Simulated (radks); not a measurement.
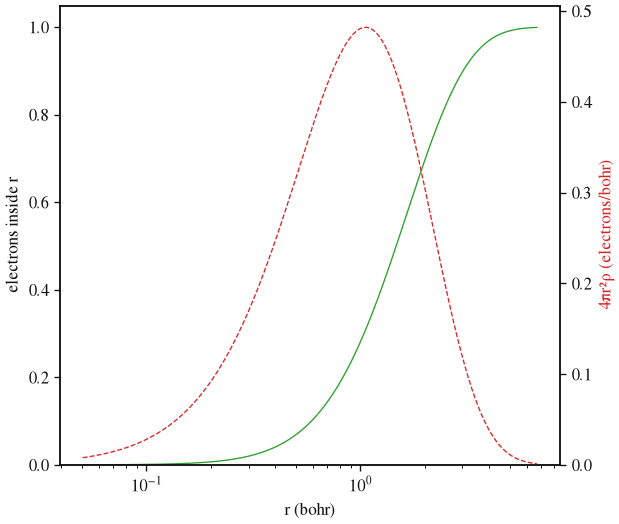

System: a free H atom, configuration 1s1. All numbers are computed, not measured: scalar-relativistic Kohn-Sham, LDA (Slater exchange, Perdew-Wang correlation), spin-unpolarised, spherical densities, point nucleus (the in-house radial solver radks).

```
Z 1
configuration 1s1 2s0 2p0
relativity scalar-relativistic
functional lda,pw
spin unpolarised
nucleus point
c 137.035999084
```

The plot shows the number of electrons inside radius r (solid) and the radial density 4πr²ρ (dashed).

Q: Describe it and give its main numbers.

Answer: The count levels off at 1 electrons. Half of them lie within 1.47 bohr, 90 % within 3.02 bohr and 99 % within 4.89 bohr. The radial density has a single maximum, so no shell boundary shows.
